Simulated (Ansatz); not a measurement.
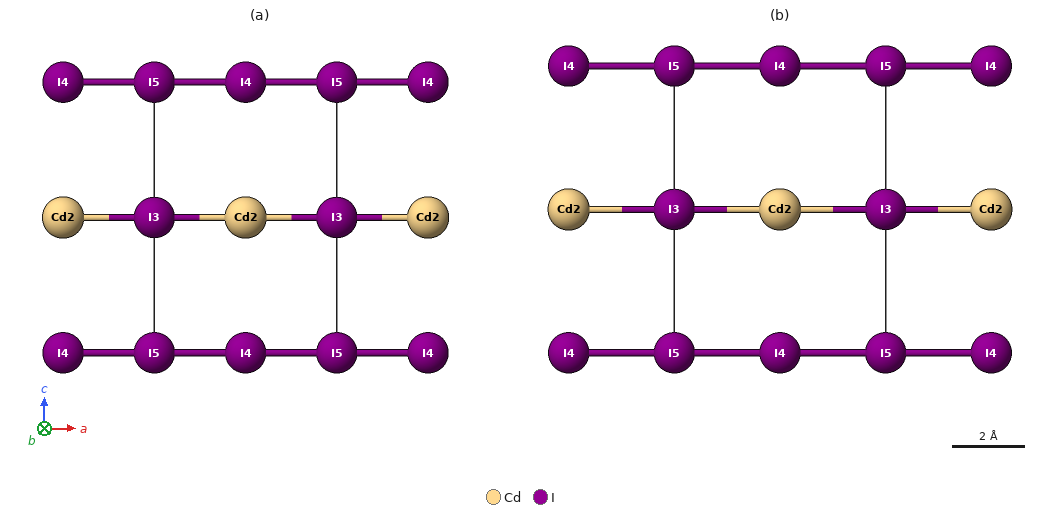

The structure of a crystal of Cd₂I₃ (a generated structure, set up in Pmmm) (coarse preliminary run) before (left) and after (right) a relaxation, at one scale.

The picture is a ball-and-stick view of the cell of the calculation, seen along the b axis.

These are results of DFT PBE, scalar-relativistic, plane waves, PAW in Ansatz, not measurements. Set-up: plane-wave cutoff 420 eV; k-point mesh 4 × 4 × 2; occupations gaussian; smearing width 0.1 eV; no spin polarisation; cell and atoms relaxed; force threshold 0.04 eV/Å; at most 70 steps.

What changed between the two?

Answer. Over 4 accepted moves (5 points after the start) the energy falls by 492 meV per atom. All forces vanish by symmetry, so only the cell relaxes. The pressure goes from 8.54 to 0.09 GPa. The SCF was repeated once at an unchanged geometry on a basis and grid sized afresh for the cell, which shifted the energy by 3.5 meV per atom at most. The atoms keep their places relative to the cell (all moves are under 0.005 Å). The drawn cell changes as follows: a 5.127 → 5.937 Å (+15.8 %), b 6.308 → 5.729 Å (−9.2 %), c 7.604 → 8.057 Å (+6.0 %); the volume changes by +11.4 %. Some distances before and after: I–I 2.564 → 2.969 Å, Cd–I 2.564 → 2.969 Å, Cd–Cd 3.154 → 2.864 Å. The space group stays Pmmm (No. 47).

Limits of the set-up: the k-point mesh is coarse for a cell with partly filled bands; an odd number of electrons was run without spin polarisation, which fails if the electron would localise.
